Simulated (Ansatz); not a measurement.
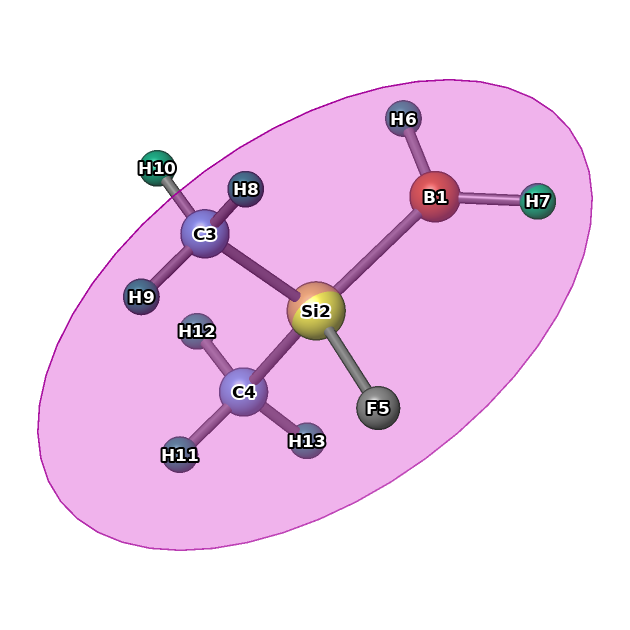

A disc through the centre of mass is drawn in. Depth is shown by fading: the farther an atom, the more it takes the colour of the background. The geometry was computed by an optimisation with PBE0-D4/def2-TZVP. No frequency run is at hand to confirm it as a minimum.

> Is the plane of the disc a mirror plane of the structure?

No. The point group is Cs, with 1 mirror plane, and this plane isn't one of its mirror planes.
